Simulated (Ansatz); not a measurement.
# Calculations on AlH3Se

### Relaxation

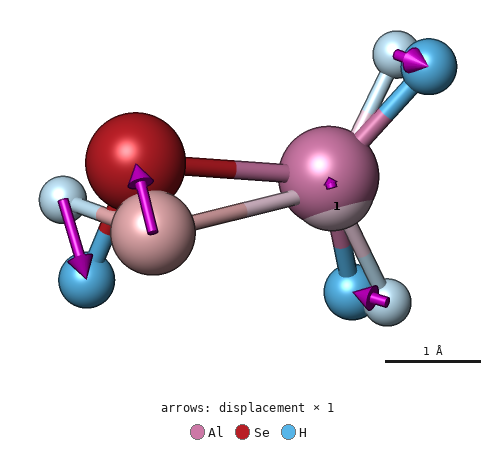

This is a relaxation of AlH3Se (coarse preliminary run). The starting structure is drawn faded, the final one solid; purple arrows show the displacements, at their true length. The two geometries are superimposed by the best rigid fit.

Style: ball-and-stick. Shown at a tilt.

The calculation used RKS PBE-D4/def2-SVP (Ansatz 0.2.0). Settings: force threshold 0.03 eV/Å; at most 250 steps.

Question: What happened in the run?

Answer: An H atom moves most after the best rigid fit: 0.90 Å. Largest moves by element: H 0.90 Å, Se 0.82 Å, Al 0.13 Å. Some distances before and after: Al–Se 2.419 → 2.330 Å, H–Se 1.545 → 1.486 Å, Al–H 1.564 → 1.595 Å. Bond angles that change, for instance: Se–Al–H 120.7° → 116.0°, Al–Se–H 89.0° → 92.2°, H–Al–H 121.7° → 124.8°. Groups turn about Al–Se by about 85°. The optimiser took 10 steps. The run took of the order of 16 core-seconds on a shared host.

### Relaxation

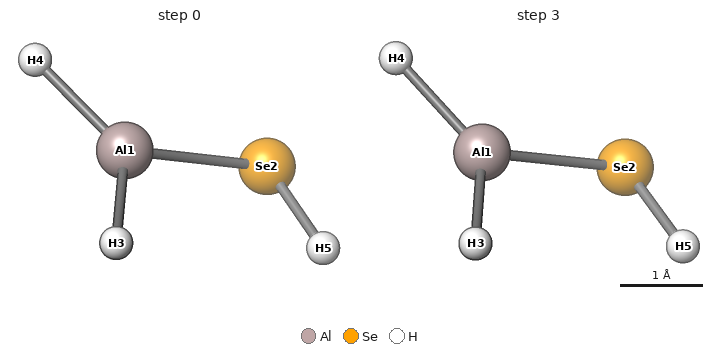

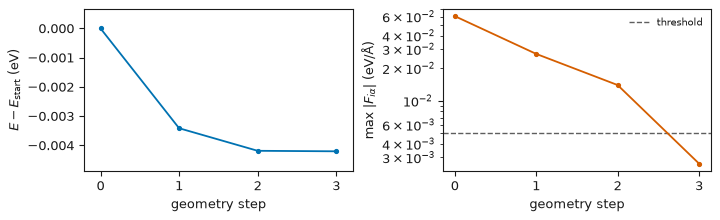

First and last geometry of a constrained relaxation of AlH$_{3}$Se, with the history of the run. Style: ball-and-stick. Shown from a free direction.

Theory: RKS PBE0-D4/def2-TZVP (Ansatz).

Input
```yaml
crystal:
  periodic: [false, false, false]
  atoms:
    - {symbol: Al, position_ang: [-0.435238, -0.530732, 0.166825]}
    - {symbol: Se, position_ang: [0.870291, 1.346572, 0.522905]}
    - {symbol: H, position_ang: [-1.236754, -1.072666, 1.415089]}
    - {symbol: H, position_ang: [-0.298393, -1.286654, -1.213108]}
    - {symbol: H, position_ang: [0.204041, 1.637066, 1.799394]}
basis:
  gaussian: {orbitals: def2-TZVP}
hamiltonian: {xc: pbe0, dispersion: d4}
relax: {f_tol: 0.005, max_steps: 200, constraints: [{sites: [2, 0, 1, 4]}]}
```

> What do the curves and the structures tell?

It converged. Al1 moves most after the best rigid fit: 0.037 Å. Largest moves by element: Al 0.037 Å, H 0.030 Å, Se 0.018 Å. After 3 geometry steps the energy has fallen by 0.004 eV. The largest force component goes from 0.061 to 0.0026 eV/Å.

### Scan

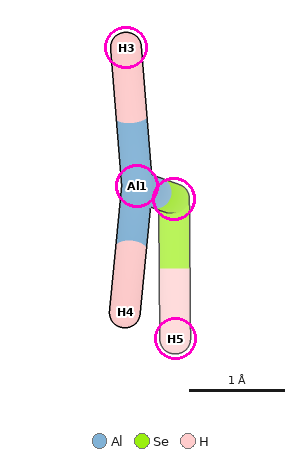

AlH$_{3}$Se: the H3–Al1–Se2–H5 dihedral angle is varied, with all other coordinates relaxed. The picture shows the minimum geometry. The ringed atoms are those of the scanned coordinate. A stick model, seen almost along the central bond.

Single-point energies from Ansatz with PBE-D4, B3LYP-D4, PBE0-D4 in the def2-TZVPP basis, on geometries relaxed under the constraint at PBE0-D4/def2-TZVP. Energies are counted from the PBE0-D4/def2-TZVP minimum geometry at the same level.

Input file:
```yaml
crystal:
  periodic: [false, false, false]
  atoms:
    - {symbol: Al, position_ang: [-0.435238, -0.530732, 0.166825]}
    - {symbol: Se, position_ang: [0.870291, 1.346572, 0.522905]}
    - {symbol: H, position_ang: [-1.236754, -1.072666, 1.415089]}
    - {symbol: H, position_ang: [-0.474100, -1.180966, -1.272771]}
    - {symbol: H, position_ang: [1.325602, 1.364093, -0.873549]}
basis:
  gaussian: {orbitals: def2-TZVPP}
hamiltonian: {xc: pbe, dispersion: d4}
```

Give the energy at each point (the dihedral: −180.1, −174.8, −154.8, −134.8, −114.8, −94.8, −74.8, −54.8, −34.8, −14.8°).

Energies in kJ/mol.

```
dihedral angle (°)  PBE-D4  B3LYP-D4  PBE0-D4
            −180.1     0.0       0.0      0.0
            −174.8     0.2       0.2      0.2
            −154.8     5.1       5.0      4.9
            −134.8    15.1      14.7     14.5
            −114.8    26.9      25.9     25.5
             −94.8    34.1      32.7     32.1
             −74.8    30.7      29.6     29.1
             −54.8    20.0      19.5     19.3
             −34.8     9.0       8.9      8.8
             −14.8     2.0       2.0      1.9
```

With PBE-D4: the lowest computed point lies at the dihedral −180.1° (0.0 kJ/mol). A local maximum lies at −94.8° (34.1 kJ/mol). The highest point, at −94.8°, lies 34.1 kJ/mol above the lowest and gives the barrier to rotation to within the spacing of the points. At −94.8° the levels give PBE0-D4 32.1 kJ/mol, B3LYP-D4 32.7 kJ/mol, PBE-D4 34.1 kJ/mol.

### Scan

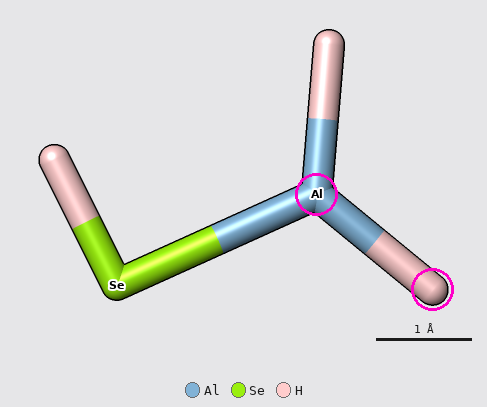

A scan of AlH3Se: the Al1–H3 distance is varied, with the rest of the molecule carried along rigidly. The picture shows the minimum geometry. The ringed atoms are those of the scanned coordinate. The picture is a stick view, seen face on.

Computed with Ansatz: PBE0-D4, PBE-D4, basis def2-TZVPP, on geometries moved rigidly from the minimum at PBE0-D4/def2-TZVP. Energies are counted from the PBE0-D4/def2-TZVP minimum geometry at the same level.

```xyz
5

Al   -0.4352   -0.5307    0.1668
Se    0.8703    1.3466    0.5229
H    -1.2368   -1.0727    1.4151
H    -0.4741   -1.1810   -1.2728
H     1.3256    1.3641   -0.8735
```

Q: Predict the energy profile (the distance: 1.421, 1.453, 1.500, 1.554, 1.579, 1.614, 1.679, 1.747, 1.820, 1.895 Å).

A: Energies in kJ/mol.

```csv
distance (Å),PBE0-D4,PBE-D4
1.421,20.2,21.9
1.453,12.3,13.7
1.500,4.5,5.4
1.554,0.4,0.7
1.579,0.0,0.0
1.614,0.8,0.3
1.679,5.8,4.5
1.747,15.0,12.6
1.820,28.1,24.5
1.895,43.9,38.9
```

With PBE0-D4: the lowest computed point lies at the distance 1.579 Å (0.0 kJ/mol). The end points stand at 20.2 kJ/mol (1.421 Å) and 43.9 kJ/mol (1.895 Å). The curvature at the lowest point is about 14 eV/Å² (2.2 mdyn/Å). The well is steeper on the short side, as for any bond. At 1.895 Å the levels give PBE-D4 38.9 kJ/mol, PBE0-D4 43.9 kJ/mol.

As a plot:

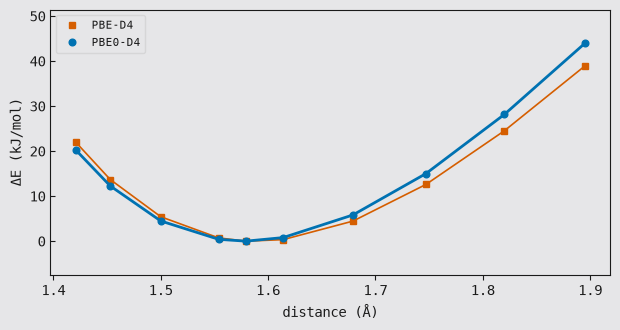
